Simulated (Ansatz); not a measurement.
C2H8BN

The calculation's input:

```
crystal:
  periodic: [false, false, false]
  atoms:
    - { symbol: B, position_ang: [-0.5906, 0.6879, 0.9765] }
    - { symbol: C, position_ang: [0.7562, -0.1093, -0.0224] }
    - { symbol: C, position_ang: [0.1693, -1.3136, -0.7545] }
    - { symbol: "N", position_ang: [-0.8607, 1.8385, 0.3395] }
    - { symbol: H, position_ang: [0.1, 1.1077, -0.2473] }
    - { symbol: H, position_ang: [-0.9596, 0.0958, 1.9181] }
    - { symbol: H, position_ang: [1.3803, -0.4354, 0.8111] }
    - { symbol: H, position_ang: [1.4581, 0.4035, -0.6986] }
    - { symbol: H, position_ang: [0.9536, -1.9549, -1.163] }
    - { symbol: H, position_ang: [-0.4359, -1.9196, -0.0809] }
    - { symbol: H, position_ang: [-0.4651, -0.9935, -1.579] }
    - { symbol: H, position_ang: [-1.5057, 2.5928, 0.5003] }
basis:
  gaussian: { orbitals: cc-pVDZ }
hamiltonian:
  xc: pbe0
relax:
  f_tol: 0.15
  max_steps: 25
  restrain:
    - { distance: [4, 1], at: 2.37, k: 30.0 }
    - { distance: [0, 1], at: 1.6, k: 30.0 }
    - { distance: [4, 3], at: 1.02, k: 30.0 }
output:
  orbitals: {}
```

Run with:

```sh
ansatz run input.yaml --threads 2 --pin off --max-ram 3072MiB --backend cpu --events-out ev --progress --plain --runs-dir out
```

The fields are those of the run's last geometry, not of the input's.

Not at a stationary point (largest force 0.8 eV/Å).

The calculation used RKS PBE0/cc-pVDZ in Ansatz 0.2.0.

What can the converged electron density and electron localisation function tell about the bonding?

B–N (1.38 Å): the density is about 2 e/Å³ at the midpoint; the ELF peaks at about 0.95 between the atoms: a short, strongly polar bond.
C–B (1.59 Å): ρ at the midpoint is about 1.4 e/Å³; the ELF peaks at about 0.95 between the atoms, as expected for a covalent bond.
N–H (1.01 Å): ρ is about 2.9 e/Å³ halfway; the ELF climbs to about 1 towards the hydrogen, as it does in any bond to H: a covalent bond by its length.
C–H (1.11 Å): the density is about 1.8 e/Å³ at the midpoint; the ELF climbs to about 1 towards the hydrogen: an ordinary covalent bond to hydrogen.

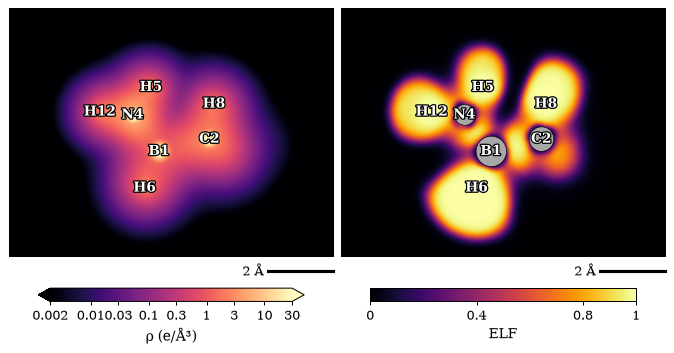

Computed electron density and electron localisation function on the plane of atoms N4, B1 and H6, in this order. Grey discs cover the atomic cores in the ELF map. 
